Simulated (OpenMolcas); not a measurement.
# Excited-state calculation, with input and output: HBr (part 2 of 4)

Continued. System: HBr. Method: CASPT2/ANO-R1, sfX2C (OpenMolcas 26.06). Some settings of this run were made unusual or wrong on purpose. The geometry comes from this level: PBE0-D4/def2-TZVP.

Geometry of the input (Å):
```
Br 0.0000  0.0000  0.0000
H  0.0000  0.0000  1.4205
```

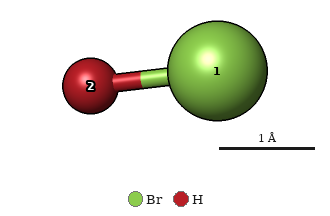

*The structure as given in the input (ball-and-stick view, seen at a tilt; atoms are numbered from 1 in the order of the input).*

## Log, continued
```
      Charge (e):
                      =   -0.0000
      Dipole Moment (debye):
      Origin of the operator (angstrom)=    0.0000    0.0000    0.0179
                   X= -7.6178E-13               Y=  2.0458E-12               Z= -2.4035E+00           Total=  2.4035E+00
      Quadrupole Moment (debye*angstrom):
      Origin of the operator (angstrom)=    0.0000    0.0000    0.0179
                  XX= -1.9907E+01              XY= -1.0687E+00              XZ= -2.4247E-13              YY= -2.1533E+01
                  YZ=  5.3920E-13              ZZ= -2.6824E+01
      In traceless form (debye*angstrom)
                  XX=  4.2710E+00              XY= -1.6031E+00              XZ= -3.6370E-13              YY=  1.8325E+00
                  YZ=  8.0880E-13              ZZ= -6.1035E+00
--

      LoProp population analysis for root number:  2
      -----------------------------------------------

++    LoProp analysis:
      ----------------

++    Static properties:
      ------------------

      LoProp Charges per center

                   BR1      H2
      Nuclear     35.0000   1.0000
      Electronic -34.6916  -1.3084

      Total        0.3084  -0.3084
--

      Natural Bond Order analysis for root number:  2

++    Natural Bond Order analysis
      ---------------------------
      Based on LoProp computed density
      -------------------------------------------------------------------------------------
      Atom A       Atom B       Bond Order
      -------------------------------------------------------------------------------------
      NBO located      0.948 non-bonded electrons on atom BR1
      NBO located      0.992 non-bonded electrons on atom BR1
      NBO located      0.999 non-bonded electrons on atom BR1
      NBO located      0.999 non-bonded electrons on atom BR1
      NBO located      1.000 non-bonded electrons on atom BR1
      NBO located      1.000 non-bonded electrons on atom BR1
      NBO located      1.000 non-bonded electrons on atom BR1
      NBO located      1.000 non-bonded electrons on atom BR1
      NBO located      1.000 non-bonded electrons on atom BR1
      NBO located      1.000 non-bonded electrons on atom BR1
      NBO located      1.000 non-bonded electrons on atom BR1
      NBO located      1.000 non-bonded electrons on atom BR1
      NBO located      1.000 non-bonded electrons on atom BR1
      NBO located      1.000 non-bonded electrons on atom BR1
      NBO located      1.000 non-bonded electrons on atom BR1
      The remaining    2.741 electrons are to be considered as diffuse
--

--

      Von Neumann Entropy (Root   3) =  1.00000

      Mulliken population analysis for root number:  3
      -----------------------------------------------

++    Molecular charges:
      ------------------

      Mulliken charges per centre
      ---------------------------

                BR1     H2
      Total   34.5814  1.4186

      N-E      0.4186 -0.4186

      Total electronic charge=   36.000000

      Total            charge=   -0.000000
--

      Expectation values of various properties for root number:  3
      -----------------------------------------------------------

++    Molecular properties:
      ---------------------

      Charge (e):
                      =   -0.0000
      Dipole Moment (debye):
      Origin of the operator (angstrom)=    0.0000    0.0000    0.0179
                   X= -2.0279E-12               Y=  1.6068E-12               Z= -2.4035E+00           Total=  2.4035E+00
      Quadrupole Moment (debye*angstrom):
      Origin of the operator (angstrom)=    0.0000    0.0000    0.0179
                  XX= -2.1533E+01              XY=  1.0687E+00              XZ= -2.6816E-13              YY= -1.9907E+01
                  YZ=  4.9130E-13              ZZ= -2.6824E+01
      In traceless form (debye*angstrom)
                  XX=  1.8325E+00              XY=  1.6031E+00              XZ= -4.0224E-13              YY=  4.2710E+00
                  YZ=  7.3695E-13              ZZ= -6.1035E+00
--

      LoProp population analysis for root number:  3
      -----------------------------------------------

++    LoProp analysis:
      ----------------

++    Static properties:
      ------------------

      LoProp Charges per center

                   BR1      H2
      Nuclear     35.0000   1.0000
      Electronic -34.6916  -1.3084

      Total        0.3084  -0.3084
--

      Natural Bond Order analysis for root number:  3

++    Natural Bond Order analysis
      ---------------------------
      Based on LoProp computed density
      -------------------------------------------------------------------------------------
      Atom A       Atom B       Bond Order
      -------------------------------------------------------------------------------------
      NBO located      0.948 non-bonded electrons on atom BR1
      NBO located      0.992 non-bonded electrons on atom BR1
      NBO located      0.999 non-bonded electrons on atom BR1
      NBO located      0.999 non-bonded electrons on atom BR1
      NBO located      1.000 non-bonded electrons on atom BR1
      NBO located      1.000 non-bonded electrons on atom BR1
      NBO located      1.000 non-bonded electrons on atom BR1
      NBO located      1.000 non-bonded electrons on atom BR1
      NBO located      1.000 non-bonded electrons on atom BR1
      NBO located      1.000 non-bonded electrons on atom BR1
      NBO located      1.000 non-bonded electrons on atom BR1
      NBO located      1.000 non-bonded electrons on atom BR1
      NBO located      1.000 non-bonded electrons on atom BR1
      NBO located      1.000 non-bonded electrons on atom BR1
      NBO located      1.000 non-bonded electrons on atom BR1
      The remaining    2.741 electrons are to be considered as diffuse
--

--

      Von Neumann Entropy (Root   4) =  0.98965

      Mulliken population analysis for root number:  4
      -----------------------------------------------

++    Molecular charges:
      ------------------

      Mulliken charges per centre
      ---------------------------

                BR1     H2
      Total   34.7961  1.2039

      N-E      0.2039 -0.2039

      Total electronic charge=   36.000000

      Total            charge=   -0.000000
--

      Expectation values of various properties for root number:  4
      -----------------------------------------------------------

++    Molecular properties:
      ---------------------

      Charge (e):
                      =   -0.0000
      Dipole Moment (debye):
      Origin of the operator (angstrom)=    0.0000    0.0000    0.0179
                   X= -1.4770E-12               Y=  1.0229E-12               Z= -1.0175E+00           Total=  1.0175E+00
      Quadrupole Moment (debye*angstrom):
      Origin of the operator (angstrom)=    0.0000    0.0000    0.0179
                  XX= -2.2257E+01              XY= -2.2198E-13              XZ=  1.3130E-13              YY= -2.2257E+01
                  YZ=  1.8232E-13              ZZ= -2.3138E+01
      In traceless form (debye*angstrom)
                  XX=  4.4028E-01              XY= -3.3298E-13              XZ=  1.9695E-13              YY=  4.4028E-01
                  YZ=  2.7347E-13              ZZ= -8.8055E-01
--

      LoProp population analysis for root number:  4
      -----------------------------------------------

++    LoProp analysis:
      ----------------

++    Static properties:
      ------------------

      LoProp Charges per center

                   BR1      H2
      Nuclear     35.0000   1.0000
      Electronic -34.8561  -1.1439

      Total        0.1439  -0.1439
--

      Natural Bond Order analysis for root number:  4

++    Natural Bond Order analysis
      ---------------------------
      Based on LoProp computed density
      -------------------------------------------------------------------------------------
      Atom A       Atom B       Bond Order
      -------------------------------------------------------------------------------------
      NBO located      0.993 non-bonded electrons on atom BR1
      NBO located      0.999 non-bonded electrons on atom BR1
      NBO located      0.999 non-bonded electrons on atom BR1
      NBO located      1.003 non-bonded electrons on atom BR1
      NBO located      1.003 non-bonded electrons on atom BR1
      NBO located      1.000 non-bonded electrons on atom BR1
      NBO located      1.000 non-bonded electrons on atom BR1
      NBO located      1.000 non-bonded electrons on atom BR1
      NBO located      1.000 non-bonded electrons on atom BR1
      NBO located      1.000 non-bonded electrons on atom BR1
      NBO located      1.000 non-bonded electrons on atom BR1
      NBO located      1.000 non-bonded electrons on atom BR1
      NBO located      1.000 non-bonded electrons on atom BR1
      NBO located      1.000 non-bonded electrons on atom BR1
      NBO located      1.000 non-bonded electrons on atom BR1
      NBO located      1.000 non-bonded electrons on atom BR1
      The remaining    1.655 electrons are to be considered as diffuse
--

--

      Average orbitals are written to the RASORB file
      Natural orbitals for root   1 are written to the RASORB.1 file
      Natural orbitals for root   2 are written to the RASORB.2 file
      Natural orbitals for root   3 are written to the RASORB.3 file
      Natural orbitals for root   4 are written to the RASORB.4 file
      Spin density orbitals for root   1 are written to the SPDORB.1 file
      Spin density orbitals for root   2 are written to the SPDORB.2 file
      Spin density orbitals for root   3 are written to the SPDORB.3 file
      Spin density orbitals for root   4 are written to the SPDORB.4 file

--- Stop Module: rasscf /rc=_RC_ALL_IS_WELL_ ---
           step16.RasOrb.1 step16.RasOrb.2 step16.RasOrb.3 step16.RasOrb.4 step16.rasscf.h5 step16.SpdOrb.1 step16.SpdOrb.2 step16.SpdOrb.3 step16.SpdOrb.4 xmldump
--- Module rasscf spent 1 second ---

--- Start Module: caspt2 ---

                                              &CASPT2

                       available to each process: 1.9 GB of memory, 1 thread

++    Wave function specifications:
      -----------------------------

      Number of closed shell electrons           0
      Number of electrons in active shells       8
      Max number of holes in RAS1 space          0
      Max number of electrons in RAS3 space      0
      Number of inactive orbitals                0
      Number of active orbitals                  5
      Number of secondary orbitals              25
      Spin quantum number                      0.0
      State symmetry                             1
      Number of CSFs                            15
      Number of CASSCF root(s) available         4
      CASPT2 state passed to geometry opt.       4
      A file JOBMIX will be created
      This is a MULTI-STATE CASSCF reference
      Number of CI roots used                    4
      These are:                                 1   2   3   4
      Off-diagonal elements of Heff are computed
--

++    Orbital specifications:
      -----------------------

      Symmetry species                           1
                                                 a
      Frozen orbitals                           14
      Inactive orbitals                          0
      Active orbitals                            5
      Secondary orbitals                        25
      Deleted orbitals                           0
      Number of basis functions                 44
--

++    CASPT2 specifications:
      ----------------------

      Type of calculation                        MS-CASPT2
      Fock operator                              state-specific
      IPEA shift                                 0.25
      Real shift                                 0.00
      Imaginary shift                            0.00
      The input orbitals will be transformed to quasi-canonical
--

--------------------------------------------------------------------------------
 Estimated memory requirements:
  POLY3 :                   251030
  RHS:                      265925
  SIGMA :                   269500
  PRPCTL:                        0
 Available workspace:    232489327

++ CASPT2 computation for group   1

********************************************************************************
 Multi-State initialization phase begins for group   1
--------------------------------------------------------------------------------
********************************************************************************
 Compute H0 matrices for state    1
--------------------------------------------------------------------------------
--------------------------------------------------------------------------------
 H0 matrices have been computed.

********************************************************************************
  CASPT2 EQUATION SOLUTION
--------------------------------------------------------------------------------

  Total nr of CASPT2 parameters:
   Before reduction:       11000
   After  reduction:        8875

 Variance of |WF0>:       0.3475896283

 The contributions to the second order correlation energy in atomic units.
-----------------------------------------------------------------------------------------------------------------------------
  IT.      VJTU        VJTI        ATVX        AIVX        VJAI        BVAT        BJAT        BJAI        TOTAL       RNORM
-----------------------------------------------------------------------------------------------------------------------------
   1     0.000000    0.000000   -0.020933    0.000000    0.000000   -0.108310    0.000000    0.000000   -0.129242    0.000437
   2     0.000000    0.000000   -0.020931    0.000000    0.000000   -0.108330    0.000000    0.000000   -0.129261    0.000015
-----------------------------------------------------------------------------------------------------------------------------

  FINAL CASPT2 RESULT:

      Reference energy:       -2605.0949010216
      E2 (Non-variational):      -0.1292622352
      E2 (Variational):          -0.1292622218
      Total energy:           -2605.2241632434
      Residual norm:              0.0000004832
      Reference weight:           0.94780

      Contributions to the CASPT2 correlation energy
      Active & Virtual Only:         -0.1292622352
      One Inactive Excited:           0.0000000000
      Two Inactive Excited:           0.0000000000

++ Denominators, etc.
```
